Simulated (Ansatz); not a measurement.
# wB97X/STO-3G run of CHF (SMILES [CH]F)

Aim: the energy change on altering one bond length of CHF at wB97X/STO-3G, from 2 runs. 

The results are computed with Ansatz 0.2.0.

55 further runs of the same task are left out: 6 that didn't finish, 49 set aside as unsound or not needed.

### Step 1. The structure to begin with

CHF: 3 atoms, total charge 0, spin state singlet. As SMILES, `[CH]F`. The coordinates come from a GFN2-xTB relaxation.

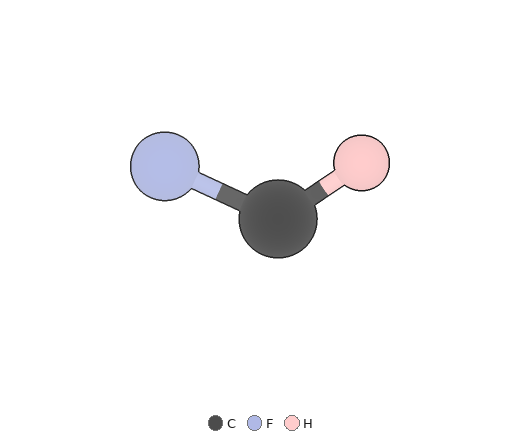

The structure, seen from a chosen angle (carbon dark grey, fluorine light blue, hydrogen pink).

### Step 2. A single-point energy at wB97X/STO-3G

job.yaml

```yaml
crystal:
  periodic: [false, false, false]
  atoms:
    - {symbol: C, position_ang: [-0.128130, -0.359190, -0.106370]}
    - {symbol: F, position_ang: [0.969610, -0.011280, 0.530170]}
    - {symbol: H, position_ang: [-0.841470, 0.370470, -0.423800]}
basis:
  gaussian: {orbitals: STO-3G}
magnetization: {spin_polarized: false, initial_magnetization: 0}
hamiltonian: {xc: {name: wB97X}}
accuracy: high
```

The run is started by

```sh
$ ansatz run job.yaml --threads 1 --pin off --max-ram 2610MiB --events-out events.jsonl --progress --plain --runs-dir runs
```

Standard output:

```text
Warning: RAYON_NUM_THREADS=1 ignored (pool sized by the plan → 1); use --threads N
Functional definition: wB97X
  name "wB97X"
  parameter omega = 0.3/bohr
  parameter cx = 0.157706
  parameter cx1 = 0.726479
  parameter cx2 = 1.04760
  parameter cx3 = -5.70635
  parameter cx4 = 13.2794
  parameter css1 = -4.33879
  parameter css2 = 18.2308
  parameter css3 = -31.7430
  parameter css4 = 17.2901
  parameter cos1 = 2.37031
  parameter cos2 = -11.3995
  parameter cos3 = 6.58405
  parameter cos4 = -3.78132
  exchange = spin_sum(e_x_unif_sr(omega)*poly(b97_u_x, 1 - cx, cx1, cx2, cx3, cx4)) + cx*exact_x_sr(omega)
      + exact_x_lr(omega)
  correlation = spin_sum(e_c_pw_same_spin*poly(b97_u_same, 1, css1, css2, css3, css4))
      + integral(e_c_pw_opposite_spin*poly(b97_u_opposite, 1, cos1, cos2, cos3, cos4))
167 factors; integrals over basis functions are off by at most 2.4e-8 eV
93 factors; integrals over basis functions are off by at most 6.4e-10 eV
mean field evaluation 1: about -3712.3112 eV, gradient 8.3e0 eV
mean field evaluation 2: about -3712.4942 eV, gradient 5.1e0 eV
mean field evaluation 4: about -3712.5641 eV, gradient 1.3e-1 eV
mean field evaluation 8: about -3712.5437 eV, gradient 7.2e-4 eV
mean field evaluation 16: about -3712.5437 eV, gradient 8.6e-8 eV
mean field -3712.54367772 eV, -136.4334637036 hartree, gradient 8.6e-8 eV, S^2 0.000000; 0 other end points of the search recorded, 0 dependent functions left out
reference -3712.54367678 eV, -136.4334636694 hartree; 8, 8 occupied and 3, 3 virtual orbitals, 167 factors
Total energy: -3712.54367678 eV, -136.4334636694 hartree
```

It took 1.8 s on 1 thread of Arm Neoverse V1, shared host; peak memory 0.15 GiB.

### Step 3. The distorted shape, same level

in.yaml

```yaml
crystal:
  periodic: [false, false, false]
  atoms:
    - {symbol: C, position_ang: [-0.402552, -0.446163, -0.265497]}
    - {symbol: F, position_ang: [0.969610, -0.011280, 0.530170]}
    - {symbol: H, position_ang: [-1.115892, 0.283497, -0.582927]}
basis:
  gaussian: {orbitals: STO-3G}
hamiltonian: {xc: {name: wB97X}}
accuracy: high
```

The run is started by

```sh
$ ansatz run in.yaml --threads 1 --pin off --max-ram 2610MiB --events-out events.jsonl --progress --plain --runs-dir runs
```

Standard output, cut to the lines that bear on the results:

```text
Warning: RAYON_NUM_THREADS=1 ignored (pool sized by the plan → 1); use --threads N
[... 2 set-up lines as earlier in the session ...]
[...]
      + exact_x_lr(omega)
[...]
      + integral(e_c_pw_opposite_spin*poly(b97_u_opposite, 1, cos1, cos2, cos3, cos4))
167 factors; integrals over basis functions are off by at most 3.9e-8 eV
95 factors; integrals over basis functions are off by at most 9.8e-10 eV
[...]
mean field -3710.82913674 eV, -136.3704554850 hartree, gradient 7.8e-9 eV, S^2 0.000000; 0 other end points of the search recorded, 0 dependent functions left out
reference -3710.82913580 eV, -136.3704554505 hartree; 8, 8 occupied and 3, 3 virtual orbitals, 167 factors
Total energy: -3710.82913580 eV, -136.3704554505 hartree
```

Wall time 2 s (1 thread of Arm Neoverse V1, shared host); peak memory 0.15 GiB.

### Step 4. Summary of results

Level: wB97X/STO-3G.

| quantity | value |
| --- | --- |
| first shape: total energy | -136.43346 Eh |
| distorted shape: total energy | -136.37046 Eh |
| energy change with the C1–F2 bond stretched from 1.316 to 1.645 Å | 1.715 eV |

In words: With the C1–F2 bond stretched from 1.316 to 1.645 Å the energy rises by 1.71 eV (40 kcal/mol). The first shape isn't relaxed at this level, so the change isn't measured from a minimum. The minimal basis adds a large error of its own.
